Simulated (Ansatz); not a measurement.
How far to go with the plane-wave cutoff: Te2Mo (P3m1, 3 atoms in the cell)

```xyz
3
Lattice="3.5495 0.0000 0.0000 -1.7748 3.0740 0.0000 0.0000 0.0000 17.4715" Properties=species:S:1:pos:R:3 pbc="T T T"
Te     0.0000     2.0493    15.7370
Te     0.0000     2.0493     1.7845
Mo     0.0000     0.0000     0.0000
```

Method: LDA (PW92), default PAW files made with PBE (plane waves; Ansatz, an electronic-structure program).

Base settings: basis.ecutwfc = 420 eV; kpoints.mp_grid.grid = 8 8 2; hamiltonian.xc = lda; hamiltonian.pseudopotentials = {kind: paw} (the program's default PAW files); scf.occupations.method = fermi_dirac; scf.occupations.width = 0.02 eV.

The second cell is the first with its lattice scaled by 0.98.

The mesh stays at the base's, so the ladder's end is converged at best in this setting alone.

The first pressure column holds Ansatz's estimate of the finite-basis (Pulay) stress, which hides part of the cutoff error; the other is without it.

Only quantities that move along the ladder and can be compared are tabulated.

The count of work is k-points × plane waves × bands × iterations; it is no time. 

The starting cell comes from a database of computed structures (which also holds hypothetical and non-ambient phases and stackings), without a prior relaxation at this level. Its lattice was rescaled by up to half a per cent. One atom was moved a little off its site on purpose. Spin polarisation is off.

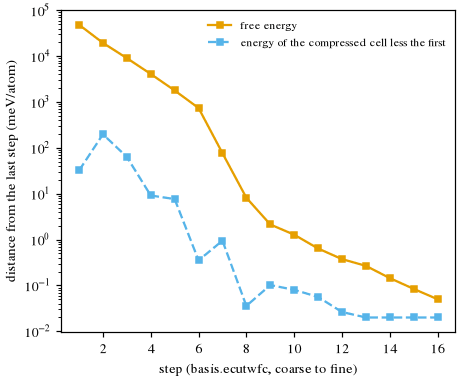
*Distance from the last step along the ladder; very small values are drawn at a floor.*

| basis.ecutwfc | free energy less the last step's (meV/atom) | energy of the compressed cell less the first (meV/atom) | pressure (GPa) | pressure without the Pulay estimate (GPa) | largest difference of a force vector from the last step's (eV/Å) | count of work / last |
|---|---|---|---|---|---|---|
| 145 eV | 48476.69 | -22.97 | 0.57 | -422.66 | 0.571 | 0.070 |
| 170 eV | 19462.73 | -188.57 | -3.81 | -211.32 | 1.163 | 0.077 |
| 190 eV | 9057.47 | -54.14 | -3.08 | -115.02 | 0.784 | 0.087 |
| 210 eV | 4089.52 | 18.33 | -1.94 | -60.22 | 0.496 | 0.11 |
| 230 eV | 1786.08 | 1.53 | -1.13 | -30.59 | 0.125 | 0.12 |
| 250 eV | 740.62 | 9.54 | -0.71 | -15.02 | 0.067 | 0.12 |
| 295 eV | 76.61 | 10.13 | -0.82 | -2.90 | 0.022 | 0.16 |
| 335 eV | 8.17 | 9.22 | -0.85 | -1.09 | 0.001 | 0.19 |
| 380 eV | 2.14 | 9.29 | -0.85 | -0.87 | 0.001 | 0.23 |
| 420 eV | 1.28 | 9.26 | -0.85 | -0.86 | 0.001 | 0.27 |
| 460 eV | 0.64 | 9.24 | -0.85 | -0.86 | 0.001 | 0.31 |
| 505 eV | 0.38 | 9.21 | -0.85 | -0.85 | 0.001 | 0.36 |
| 565 eV | 0.27 | 9.20 | -0.85 | -0.85 | 0.000 | 0.42 |
| 630 eV | 0.14 | 9.19 | -0.85 | -0.85 | 0.000 | 0.50 |
| 735 eV | 0.08 | 9.19 | -0.85 | -0.85 | 0.000 | 0.62 |
| 840 eV | 0.03 | 9.19 | -0.85 | -0.85 | 0.000 | 0.77 |
| 1010 eV | 0.00 | 9.18 | -0.85 | -0.85 | 0.000 | 1.0 |

Coarsest basis.ecutwfc that holds the pressure within 0.2 GPa of the last step, with all finer ones: 250 eV, at 0.12 of the last step's count of work; the step before is off by 0.28 GPa.

Coarsest basis.ecutwfc that holds the energy of the compressed cell less the first within 2 meV/atom of the last step, with all finer ones: 250 eV, at 0.12 of the last step's count of work; the step before is off by 7.7 meV/atom.

Coarsest basis.ecutwfc that holds the pressure without the Pulay estimate within 0.5 GPa of the last step, with all finer ones: 335 eV, at 0.19 of the last step's count of work; the step before is off by 2.1 GPa.

The energy difference between the two cells stays within 1 meV/atom of the last step's from 250 eV on, the total only from 460 eV on: much of the error is common to both cells and cancels.

At the lowest cutoff the pressure without the Pulay estimate lies 422 GPa under the last step's, the usual sign of Pulay stress in an incomplete plane-wave basis.

Keys are those of Ansatz 0.2.
